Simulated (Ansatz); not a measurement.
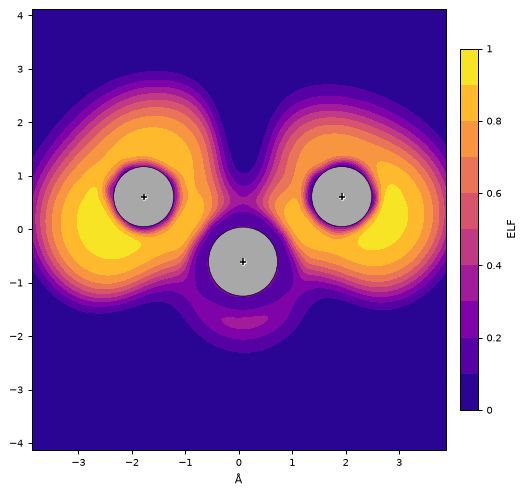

The electron localisation function on a plane through atoms (crosses mark nuclei in the plane; grey discs cover the cores).

The calculation used Ansatz, RKS PBE0-D4/def2-TZVPP.

Candidates:
A. H7NOSi3 (SMILES O[Si]N([SiH3])[SiH3])
B. C3H6ClFO (SMILES CC(Cl)OCF)
C. GeH4S3 (SMILES [SH][GeH]([SH])[SH])

> Which system is this?

Candidate C: GeH4S3 on the plane of atoms S1, Ge2 and S4, which holds S and Ge. Ge–S (2.21 Å): the ELF peaks at about 0.85 in the valence shell of S, 0.9 Å from its nucleus, and is about 0.80 at the midpoint.
